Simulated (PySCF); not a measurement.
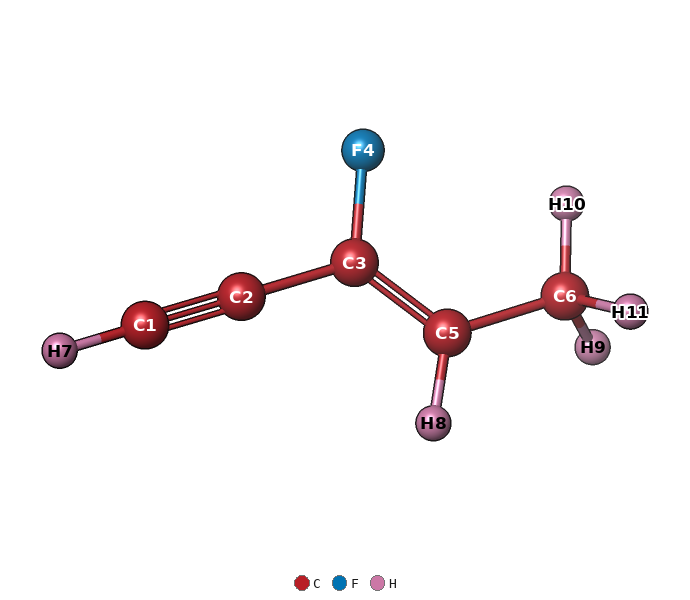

The computed structure is the end point of a PBE0-D3(BJ)/def2-SVP optimisation. No frequency run is at hand to confirm it as a minimum. Level of theory: delta-SCF UKS PBE0, pcX-2 on the ionised atom, pcseg-1 elsewhere, spin-free X2C (PySCF 2.14.0).

Give the core-electron binding energies (to vacuum) of C1 1s, C2 1s, C3 1s, F4 1s, C5 1s, C6 1s.

| atom | level | binding energy (eV) |
| --- | --- | --- |
| C1 | 1s | 290.2 |
| C2 | 1s | 290.7 |
| C3 | 1s | 292.9 |
| F4 | 1s | 692.0 |
| C5 | 1s | 290.2 |
| C6 | 1s | 290.6 |
